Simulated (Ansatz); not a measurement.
**FH3Si (SMILES F[SiH3]): density, localisation and related maps**

The calculation's input:

```
basis:
  gaussian: {orbitals: def2-TZVPD}
crystal:
  periodic: [false, false, false]
  atoms:
    - {symbol: F, position_ang: [-0.169370, 0.803249, 1.585250]}
    - {symbol: Si, position_ang: [0.771793, 0.011314, 0.513153]}
    - {symbol: H, position_ang: [2.178428, 0.069725, 0.992600]}
    - {symbol: H, position_ang: [0.305108, -1.398516, 0.432609]}
    - {symbol: H, position_ang: [0.641689, 0.681309, -0.808242]}
hamiltonian: {xc: pbe0}
output: {forces: true, orbitals: {seedname: orbitals}}
```

Run with:

```sh
ansatz run input.yaml --threads 1 --pin off --max-ram 2610MiB --events-out events.jsonl --progress --plain --runs-dir runs
```

Geometry: PBE0-D3(BJ)/pcseg-1.

All numbers below come from isolated molecule in a Gaussian basis; Kohn-Sham density functional theory, functional PBE0 in Ansatz.

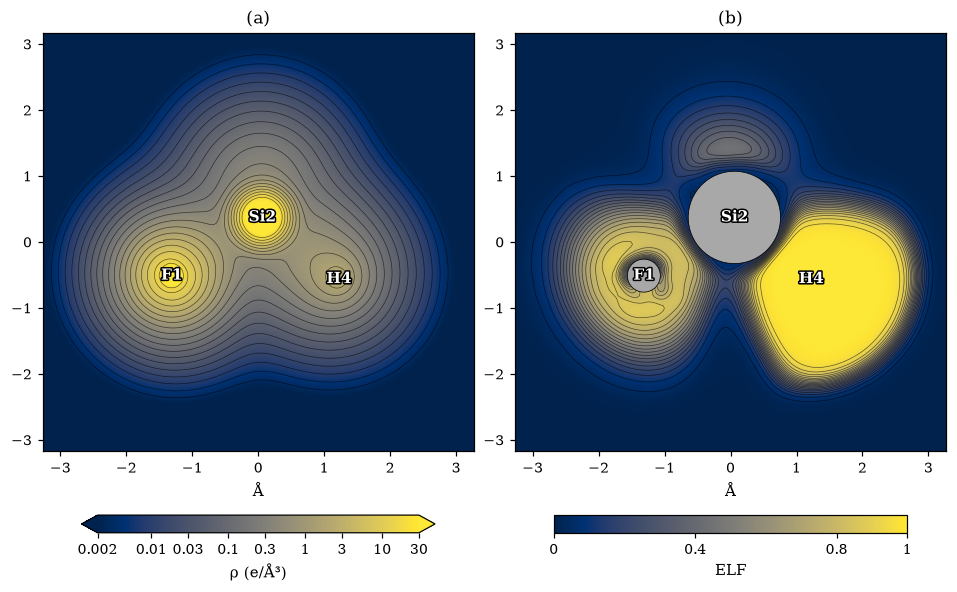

Figure 1. (a) electron density; (b) ELF on the plane of atoms F1, Si2 and H4. Grey discs cover the atomic cores in the ELF map.

### Describe what can be read from this map.

- The plane passes through F, Si and H nuclei.
- Si–F (1.63 Å): the density is about 1.1 e/Å³ at the midpoint; the ELF peaks at about 0.85 in the valence shell of F, 0.6 Å from its nucleus, and is about 0.55 at the midpoint.
- Si–H (1.49 Å): the density is about 0.83 e/Å³ at the midpoint; the ELF climbs to about 1 towards the hydrogen, as it does in any bond to H.
- The ELF also peaks beside F1, away from the bonds: lone-pair regions.

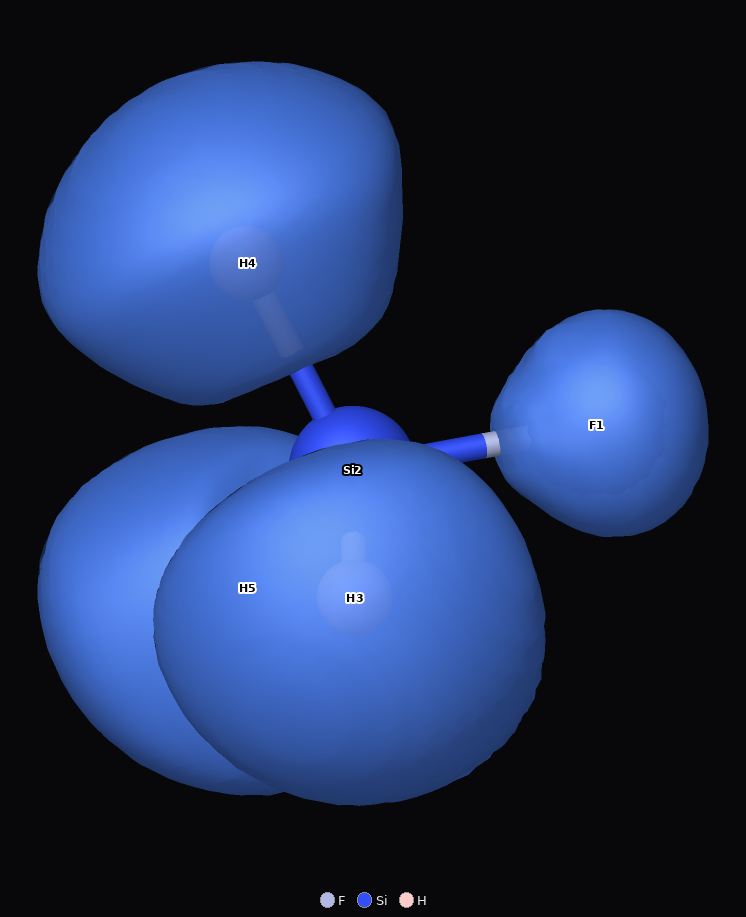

Figure 2. Isosurface of the ELF at 0.8 (blue), seen at a tilt. Core shells and regions of very low density are left out.

### Where are the electrons localised?

The ELF exceeds this value in three regions around hydrogen nuclei and one region wrapped around F (its lone pairs, merged into a ring or cap).

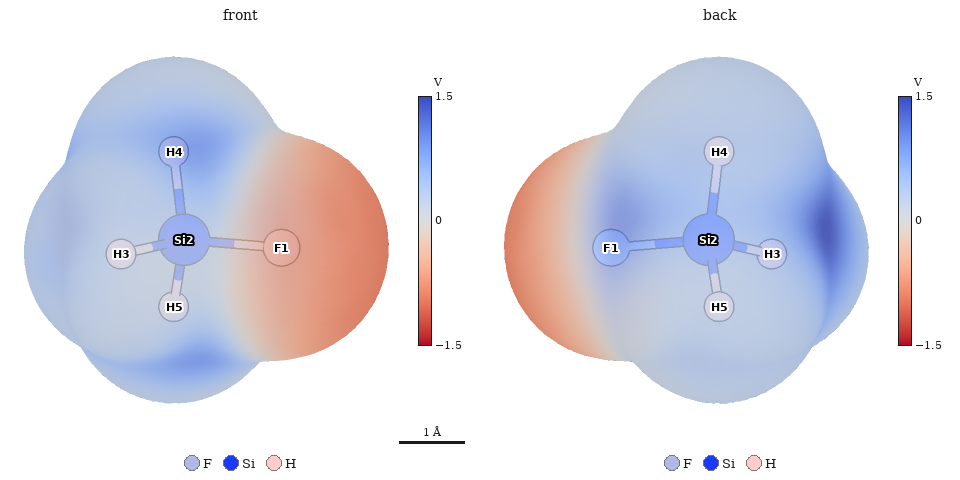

Figure 3. The molecular electrostatic potential painted on the density surface at 0.001 e/bohr³, seen from the front and from behind; red is negative and blue positive.

### Describe the electrostatic potential map.

The most negative region (about −0.9 V) lies over F1, the most positive (about +1.4 V) over Si2.

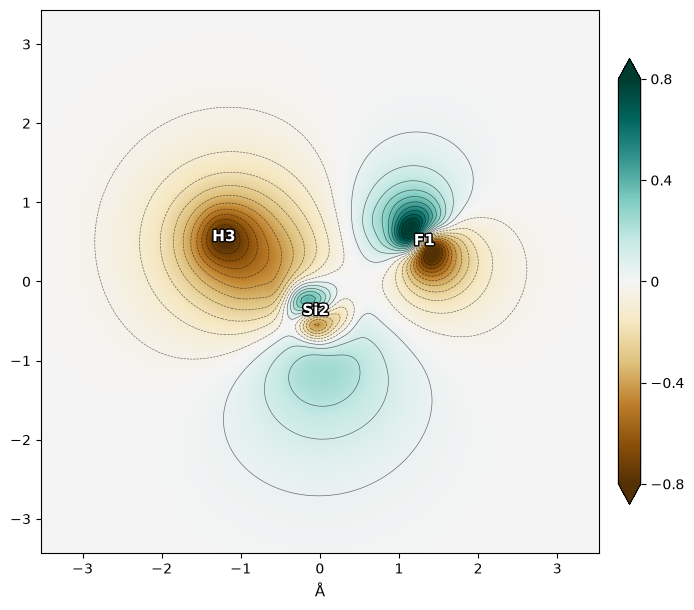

Figure 4. The HOMO on the plane of atoms F1, Si2 and H3 (values in Å⁻³ᐟ²; the overall sign is arbitrary).

### Where does this orbital lie, and at what energy?

Its weight (Hirshfeld) is mainly on Si2 (about 35 %), H3 (about 35 %), F1 (about 15 %), H4 (about 10 %) and H5 (about 10 %). It is one of a degenerate set, so its orientation is arbitrary. Its energy is −9.83 eV.
